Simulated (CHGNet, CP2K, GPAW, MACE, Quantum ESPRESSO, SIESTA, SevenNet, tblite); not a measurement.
## Graphene/1T-TiSe2 heterobilayer (65 atoms) in other programs, against a plane-wave reference

Aim: run graphene/1T-TiSe2 heterobilayer (65 atoms) in several programs and set results and cost side by side. A plane-wave run serves as the reference.

Calculated with Quantum ESPRESSO 7.5; Kohn-Sham DFT, PBE, SSSP efficiency 1.3.0 pseudopotentials, plane waves.

### Step 1. Set-up

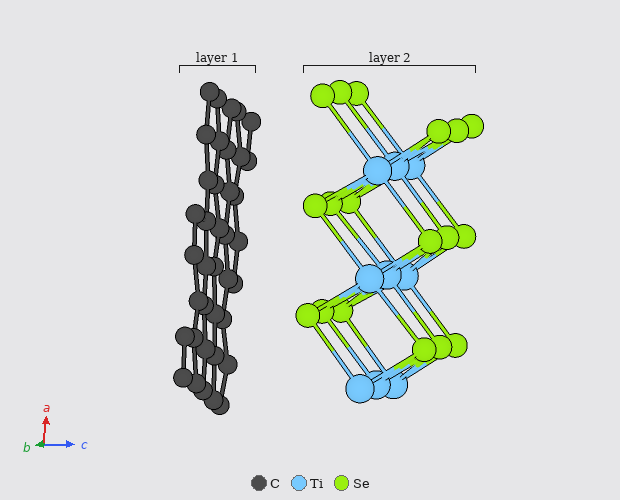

Start, viewed from the side, with the c axis across the page; carbon dark grey, titanium blue, selenium green.

The cell holds 65 atoms: 38 C, 9 Ti and 18 Se. Cell: a = 10.671 Å, b = 10.671 Å, c = 18.460 Å, α = 90.0°, β = 90.0°, γ = 120.0°. 19 cells of graphene (a = 2.46 Å, strained -0.48 %) and 9 cells of 1T-TiSe2 (a = 3.54 Å, +0.48 %) on one hexagonal cell, twist 36.59 deg; facing planes 3.36 Å apart; 12 Å of vacuum; displaced by a Gaussian of 0.01 Å. Then every atom was moved at random, 0.03 Å r.m.s. a Cartesian component. Regions: layer 1, 38 atoms (38 C); layer 2, 27 atoms (9 Ti and 18 Se). Vacuum lies along c.

### Step 2. Reference: Quantum ESPRESSO, plane waves

pw.in reads:

```
&control
  calculation = 'scf'
  pseudo_dir = './pseudo'
  outdir = './tmp'
  disk_io = 'none'
  tprnfor = .true.
/
&system
  ibrav = 0
  nat = 65
  ntyp = 3
  ecutwfc = 45
  ecutrho = 360
  nosym = .true.
  occupations = 'smearing'
  smearing = 'fd'
  degauss = 0.003675
/
&electrons
  conv_thr = 3.3e-07
  electron_maxstep = 100
  mixing_beta = 0.2
  mixing_mode = 'local-TF'
  diagonalization = 'david'
/
ATOMIC_SPECIES
C 12.011 C.upf
Ti 47.867 Ti.upf
Se 78.971 Se.upf
CELL_PARAMETERS angstrom
10.67140 0.00000 0.00000
-5.33570 9.24170 0.00000
0.00000 0.00000 18.46000
ATOMIC_POSITIONS crystal
C 0.24377 0.96188 0.32327
C 0.23633 0.82963 0.32666
C 0.19555 0.54717 0.32445
C 0.17215 0.39943 0.32749
C 0.34835 0.80632 0.32800
C 0.33169 0.66707 0.32600
C 0.51290 0.07246 0.32486
C 0.49161 0.93665 0.32572
C 0.13905 0.12873 0.32774
C 0.11842 0.97903 0.32670
C 0.29869 0.37780 0.32174
C 0.27986 0.24092 0.32275
[... 49 atom lines left out ...]
Se 0.31273 0.59701 0.50500
Ti 0.08257 0.81296 0.59041
Se 0.19725 0.03962 0.67297
Se 0.30794 0.92162 0.50894
K_POINTS gamma
```

Started as:

```console
> OMP_NUM_THREADS=1 mpirun -np 4 pw.x -in pw.in > output.txt
```

Numbers of over 12 decimals in the logs are rounded to 6 here.

Output:

```text
Program PWSCF
     gamma-point specific algorithms are used
     one sub-group per band group will be used
     scalapack distributed-memory algorithm (size of sub-group:  2*  2 procs)
     Parallelization info
     sticks:   dense  smooth     PW     G-vecs:    dense   smooth      PW
     Min        2522    1259    314               354251   125219   15666
     Max        2525    1262    316               354256   125226   15681
     Sum       10093    5041   1261              1417015   500885   62703
     bravais-lattice index     =            0
     lattice parameter (alat)  =      20.1660  a.u.
     unit-cell volume          =   12285.7469 (a.u.)^3
     number of atoms/cell      =           65
     number of atomic types    =            3
[... lines left out ...]
     total energy              =   -2476.75509101 Ry
[... lines left out ...]
     total energy              =   -2574.09904653 Ry
[... lines left out ...]
     c_bands:  2 eigenvalues not converged
[... lines left out ...]
     c_bands:  1 eigenvalues not converged
[... lines left out ...]
     c_bands:  5 eigenvalues not converged
[... lines left out ...]
     c_bands:  3 eigenvalues not converged
[... lines left out ...]
     c_bands:  1 eigenvalues not converged
[... lines left out ...]
     total energy              =   -2560.82130283 Ry
[... lines left out ...]
     total energy              =   -2560.82130275 Ry
     estimated scf accuracy    <       0.00000040 Ry
     iteration # 44     ecut=    45.00 Ry     beta= 0.20
     negative rho (up, down):  1.038E-02 0.000E+00
     End of self-consistent calculation
          k = 0.0000 0.0000 0.0000 ( 31352 PWs)   bands (ev):
   -56.4056 -56.4038 -56.3734 -56.3713 -56.3655 -56.3565 -56.3550 -56.3517
   -56.3460 -32.6763 -32.6611 -32.6602 -32.6587 -32.6531 -32.6511 -32.6465
   -32.6440 -32.6425 -32.6384 -32.6319 -32.6279 -32.6267 -32.6200 -32.6180
[...]
2.6209   2.6291   2.6335   2.6499   2.6813   2.7730   2.8018   2.8229
     2.8359   2.8510   2.8743   3.8547   3.9272   3.9746   3.9794   4.0159
     4.0520   4.0744   4.0853   4.1116   4.1323
     the Fermi energy is     1.2741 ev
!    total energy              =   -2560.82130245 Ry
     estimated scf accuracy    <       0.00000020 Ry
     smearing contrib. (-TS)   =      -0.02929280 Ry
     internal energy E=F+TS    =   -2560.79200964 Ry
     The total energy is F=E-TS. E is the sum of the following terms:
     one-electron contribution =   -8211.72483417 Ry
     hartree contribution      =    4178.23692874 Ry
     xc contribution           =    -873.81653643 Ry
     ewald contribution        =    2580.89801218 Ry
     one-center paw contrib.   =    -234.38557996 Ry
     convergence has been achieved in  44 iterations
     negative rho (up, down):  1.038E-02 0.000E+00
     Forces acting on atoms (cartesian axes, Ry/au):
     atom    1 type  1   force =    -0.01300961    0.10789036    0.02112649
     atom    2 type  1   force =    -0.13997793   -0.14406164   -0.01080715
     atom    3 type  1   force =    -0.01804660   -0.12257448    0.02539582
[...]
atom   64 type  3   force =    -0.00163020   -0.00697116    0.01963252
     atom   65 type  3   force =     0.00156728    0.00707749   -0.00069865
     Total force =     0.926940     Total SCF correction =     0.001205
     Message from routine punch:
     Nothing written, as per user request (disk_io='none')
```

The job ended after 6.9 min (4 MPI ranks of Arm Neoverse V1, shared host; peak memory 3.6 GiB).

Banners, paths, timers and routine set-up lines are dropped from the logs unmarked, and long logs keep their key lines alone; longer cuts are marked.

Numbers from this run:

- r.m.s. force component: 1.707 eV/Å
- longest force: 7.089 eV/Å

### Step 3. What was run beside it

The programs:
- CHGNet: machine-learned potential, published weights.
- CP2K 2026.2: Gaussian basis with GTH pseudopotentials and a plane-wave density; labels give functional, basis (MOLOPT sets; SR short-range, UZH the newer set with its own potentials), grid cutoff/relative cutoff and solver (OT: orbital transformation; TRS4, TC2, SIGN: linear-scaling purification with its sparsity filter), or its built-in tight binding.
- GPAW 26.7.0: PAW with atomic orbitals (LCAO), plane waves or a real-space grid of spacing h.
- MACE: machine-learned potential, published weights.
- SIESTA 5.4.2: numerical atomic orbitals, whose automatically made sets are far from complete, with PseudoDojo norm-conserving potentials that we converted to its format (checked against plane waves on the same files for H, C, O, Si, Ge and Ca alone); labels give functional, basis size, energy shift and mesh cutoff.
- SevenNet: machine-learned potential, published weights.
- tblite 0.8.0: extended tight binding, driven from Python.

All use the same cell and atoms; the electronic-structure runs use the same k-mesh, and an electronic temperature of 580 K (0.05 eV) where levels are smeared.

Differences are against the plane-wave reference, forces as r.m.s. over components; share is that over the reference's r.m.s. force, slope the least-squares factor from reference forces to these. Total energies of different programs have different zeros and aren't compared.

```csv
run,"Δ force, r.m.s. (meV/Å)",share (%),slope,cores,CPU time,memory (GiB)
reference,-,-,-,4,28 min,3.6
CHGNet 0.3.0 potential,407,23.8,0.803,1,3.7 s,1.1
"CP2K PBE, TZV2P-UZH, 800/50 Ry, diagonalisation",18.7,1.10,1.003,2,21 min,9.4
"CP2K PBE, TZVP-UZH, 800/50 Ry, diagonalisation",33.6,1.97,1.013,2,12 min,9.2
"GPAW PBE, LCAO dzp, h 0.2 Å",125,7.35,1.057,1,3.5 min,1.2
"GPAW PBE, LCAO dzp, h 0.2 Å, other mixer settings",129,7.57,1.057,1,4 min,1.1
"GPAW PBE, LCAO szp(dzp), h 0.2 Å (coarse)",234,13.7,1.055,1,2.4 min,1.1
"GPAW revPBE, LCAO dzp, h 0.2 Å",150,8.80,1.063,1,3.1 min,1.2
MACE MP-0b2 small potential,449,26.3,0.788,1,6.1 s,0.71
"SIESTA PBE, DZP, shift 0.005 Ry, mesh 500 Ry",229,13.4,1.101,2,11 min,2.3
"SIESTA PBE, DZP, shift 0.01 Ry, mesh 500 Ry",213,12.5,1.097,2,7.2 min,2.0
"SIESTA optB88-vdW, PBE potentials, DZP, shift 0.01 Ry, mesh 500 Ry",225,13.2,1.096,2,25 min,3.2
SevenNet 0 potential,217,12.7,0.907,1,7.8 s,0.79
tblite GFN1-xTB,320,18.8,0.957,1,2.9 s,0.13
```

Rows marked coarse were listed beforehand as settings not expected to be converged; some can still land near the reference.

Times of the machine-learned potentials are mostly Python's start and the loading of weights.

CPU time is summed over cores on a shared host, where runs went side by side, so it is rough. Symmetry, cutoffs, thresholds, outputs and thread counts weren't matched or tuned between programs; memory under MPI is the largest rank's times the ranks.

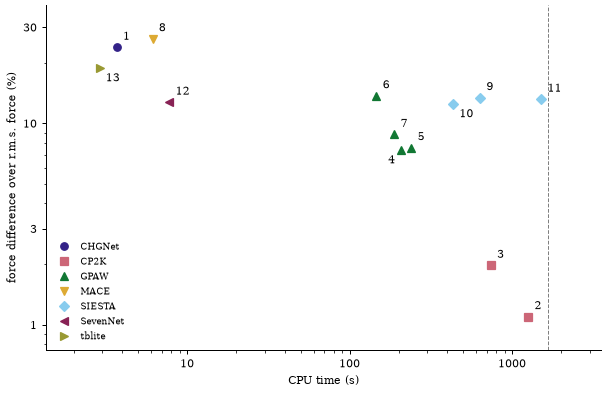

Force difference against CPU time; the dashed line marks the reference's time. Points: 1 CHGNet 0.3.0 potential; 2 CP2K PBE, TZV2P-UZH, 800/50 Ry, diagonalisation; 3 CP2K PBE, TZVP-UZH, 800/50 Ry, diagonalisation; 4 GPAW PBE, LCAO dzp, h 0.2 Å; 5 GPAW PBE, LCAO dzp, h 0.2 Å, other mixer settings; 6 GPAW PBE, LCAO szp(dzp), h 0.2 Å; 7 GPAW revPBE, LCAO dzp, h 0.2 Å; 8 MACE MP-0b2 small potential; 9 SIESTA PBE, DZP, shift 0.005 Ry, mesh 500 Ry; 10 SIESTA PBE, DZP, shift 0.01 Ry, mesh 500 Ry; 11 SIESTA optB88-vdW, PBE potentials, DZP, shift 0.01 Ry, mesh 500 Ry; 12 SevenNet 0 potential; 13 tblite GFN1-xTB.

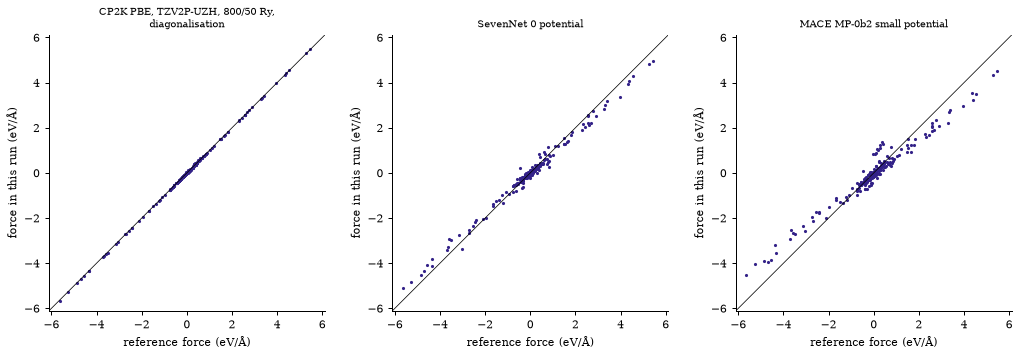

Force components against those of the reference; the line marks equality.

Mean charges by element (e), by run and scheme:

```csv
run,scheme,C,Ti,Se
"CP2K PBE, TZV2P-UZH, 800/50 Ry, diagonalisation",Mulliken,0.00,+0.07,-0.03
"CP2K PBE, TZV2P-UZH, 800/50 Ry, diagonalisation",Hirshfeld,0.00,+0.14,-0.06
"CP2K PBE, TZVP-UZH, 800/50 Ry, diagonalisation",Mulliken,0.00,-0.27,+0.13
"CP2K PBE, TZVP-UZH, 800/50 Ry, diagonalisation",Hirshfeld,0.00,+0.14,-0.06
"SIESTA PBE, DZP, shift 0.005 Ry, mesh 500 Ry",Hirshfeld,0.00,+0.11,-0.05
"SIESTA PBE, DZP, shift 0.01 Ry, mesh 500 Ry",Hirshfeld,0.00,+0.10,-0.05
"SIESTA optB88-vdW, PBE potentials, DZP, shift 0.01 Ry, mesh 500 Ry",Hirshfeld,0.00,+0.11,-0.06
tblite GFN1-xTB,Mulliken,0.00,+0.13,-0.07
```

Within one program, basis, potentials and functional, energies share a zero. Each run against its twin at the usual cutoff or grid and solver:

```csv
run,twin,Δ energy (meV/atom),"Δ force, r.m.s. (meV/Å)",CPU time over the twin's
"GPAW PBE, LCAO dzp, h 0.2 Å, other mixer settings","LCAO dzp, h 0.2 Å",-2.0e-4,7.29,1.2
```

### Step 4. Results

```json
{
  "reference r.m.s. force component": "1.71 eV/Å",
  "nearest in forces": "CP2K PBE, TZV2P-UZH, 800/50 Ry, diagonalisation, 1.1 %",
  "farthest in forces": "MACE MP-0b2 small potential, 26 %",
  "cheapest electronic-structure run beside the reference": "tblite GFN1-xTB, 2.9 s of CPU time"
}
```

**Reading.** The PBE runs in local orbitals, coarse settings apart, differ by 1.1 % (CP2K PBE, TZV2P-UZH, 800/50 Ry, diagonalisation) to 13 % (SIESTA PBE, DZP, shift 0.005 Ry, mesh 500 Ry); basis, grid and potentials can all enter. Tight binding differs by 19 % (tblite GFN1-xTB); it is another model, with fitted parameters of its own, and the xTB methods hold dispersion. Machine-learned potentials differ by 13 % (SevenNet 0 potential) to 26 % (MACE MP-0b2 small potential); they were trained on other programs' data. Among those trained on PBE data the slope goes as low as 0.79, which softening far from their training structures can give, though the reference's k-sampling is untested too. Rows with another functional or a dispersion term differ by 8.8 % (GPAW revPBE, LCAO dzp, h 0.2 Å) to 13 % (SIESTA optB88-vdW, PBE potentials, DZP, shift 0.01 Ry, mesh 500 Ry), which mixes the change of model with differences of basis and potentials, some of them made for another functional. Runs with settings chosen to be coarse differ by 14 % (GPAW PBE, LCAO szp(dzp), h 0.2 Å), their programs' other errors included. Of the electronic-structure runs that take under half the reference's CPU time, CP2K PBE, TZVP-UZH, 800/50 Ry, diagonalisation comes nearest, at 2.0 % in 12 min against 28 min. SIESTA PBE, DZP, shift 0.005 Ry, mesh 500 Ry stiffens the forces by a factor of 1.10 while following their directions (correlation 0.997); the slopes of the 3 SIESTA runs lie between 1.10 and 1.10. Charges hang on model, scheme and program or settings: among these rows the mean for Ti runs from -0.27 to +0.14 e, even in sign. In the reference: no gap is quoted, since levels at the Fermi energy are partly filled. Periodic xTB results under one method name differ between programs and library versions. The potentials hold different valence shells: 368 electrons in the reference, 548 in SIESTA; this bears on time and differences. Machine-learned potentials mimic data converged in k, so the reference's own k-point error enters their differences. The reference's PBE has no dispersion term, which matters for the binding between molecules or layers. One k-point is far too coarse for the carbon or group-IV sheet, and it can put spurious forces of up to about 1 eV/Å on the sheet's atoms. The runs have no spin polarisation, so any moments at edges, vacancies or dangling bonds can't form. The electronic-structure runs sample only Γ, in a cell whose shortest periodic width is 9 Å, which is coarse for a cell with partly filled levels.

[Also dropped from logs without a mark: logging warnings of Python, and SIESTA's first energy breakdown and zero terms.]

[Logs are printed without paths, hosts, clocks, repeated set-up lines and the standing remarks that a program may print on its own settings, such as how far it seeks lower states.]

[Hosts, paths, dates, database ids (printed as entryN), source tags and the programs' standing remarks are cut or masked in the printed files.]
